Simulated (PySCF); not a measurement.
# PH3S (SMILES [PH3]=S): B3LYP/STO-6G

What is the energy change on altering one bond length of PH3S at B3LYP/STO-6G? Input form: a Python script.

The calculation is run with PySCF 2.14.0.

11 further runs of the same task are left out: 1 that didn't finish, 10 set aside as unsound or not needed.

## Step 1: The structure to begin with

PH3S: 5 atoms, total charge 0, spin state singlet. SMILES: `[PH3]=S`. The shape is that of a GFN2-xTB optimisation.

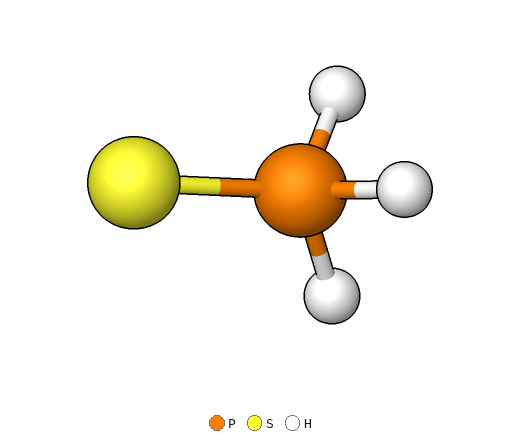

The structure, seen from a chosen angle (phosphorus orange, sulfur yellow, hydrogen white).

## Step 2: The energy at B3LYP/STO-6G

Contents of job.py:

```python
from pyscf import gto, dft

system = gto.Mole()
system.atom = '''
P        0.007920      -0.006600       0.007660
S        1.261690      -0.941140       1.111260
H       -1.166840       0.461930       0.594540
H       -0.532470      -0.676580      -1.089190
H        0.429710       1.162380      -0.624270
'''
system.basis = 'sto-6g'
system.max_memory = 1860
system.verbose = 4
system.build()

calc0 = dft.RKS(system)
calc0.xc = 'b3lyp'
calc0.grids.level = 5
calc0.conv_tol = 1e-10
calc0.kernel()
if not calc0.converged:
    calc0 = calc0.newton().run(calc0.mo_coeff, calc0.mo_occ)

e_final = calc0.e_tot
print(f'total energy: {e_final:.8f} hartree')
```

The run is started by

```
$ OMP_NUM_THREADS=1 python job.py
```

The log of the run:

```text
PySCF version 2.14.0

[... 71 lines left out ...]
converged SCF energy = -738.643387036732
total energy: -738.64338704 hartree
```

It took 3.3 s on 1 thread of Arm Neoverse V2, shared host; peak memory 0.2 GiB.

## Step 3: The distorted shape, same level

Contents of input.py:

```python
from pyscf import gto, dft

molecule = gto.Mole()
molecule.atom = '''
P       -0.498225      -1.409367       0.765971
S        0.755545      -2.343907       1.869571
H       -1.672985      -0.940837       1.352851
H       -1.038615      -2.079347      -0.330879
H        0.429710       1.162380      -0.624270
'''
molecule.max_memory = 1860
molecule.verbose = 3
molecule.charge = 0
molecule.spin = 0
molecule.basis = 'sto-6g'
molecule.build()

calc0 = dft.RKS(molecule)
calc0.xc = 'b3lyp'
calc0.grids.level = 5
calc0.conv_tol = 1e-10
calc0.kernel()
if not calc0.converged:
    calc0 = calc0.newton().run(calc0.mo_coeff, calc0.mo_occ)

e_final = calc0.e_tot
print('E = %.10f Eh' % e_final)
```

The run is started by

```
$ OMP_NUM_THREADS=1 python input.py
```

The log of the run:

```text
SCF not converged.
SCF energy = -738.479436616132
converged SCF energy = -738.479436617223
E = -738.4794366172 Eh
```

It took 5.7 s on 1 thread of Arm Neoverse V2, shared host; peak memory 0.23 GiB.

## Step 4: Outcome

Level: B3LYP/STO-6G.

| quantity | value |
| --- | --- |
| first shape: total energy | -738.64339 Eh |
| first shape: dipole moment | 3.47 D |
| first shape: HOMO energy | -1.69 eV |
| first shape: LUMO energy | 6.25 eV |
| first shape: HOMO–LUMO gap | 7.94 eV |
| distorted shape: total energy | -738.47944 Eh |
| distorted shape: dipole moment | 2.38 D |
| distorted shape: HOMO energy | -2.39 eV |
| distorted shape: LUMO energy | -0.79 eV |
| distorted shape: HOMO–LUMO gap | 1.59 eV |
| energy change with the P1–H5 bond stretched from 1.394 to 3.067 Å | 4.461 eV |

In words: One bond (distorted shape) is far stretched, which a spin-restricted single reference describes badly; a broken-symmetry solution may lie lower. With the P1–H5 bond stretched from 1.394 to 3.067 Å the energy rises by 4.46 eV (103 kcal/mol). The first shape isn't relaxed at this level, so the change isn't measured from a minimum. A restricted reference can't describe the breaking bond well at this length. The minimal basis adds a large error of its own. Mulliken charges (first shape) run from -0.30 on S2 to +0.49 on P1; they depend strongly on the basis. Mulliken charges (distorted shape) run from -0.14 on H5 to +0.35 on P1.
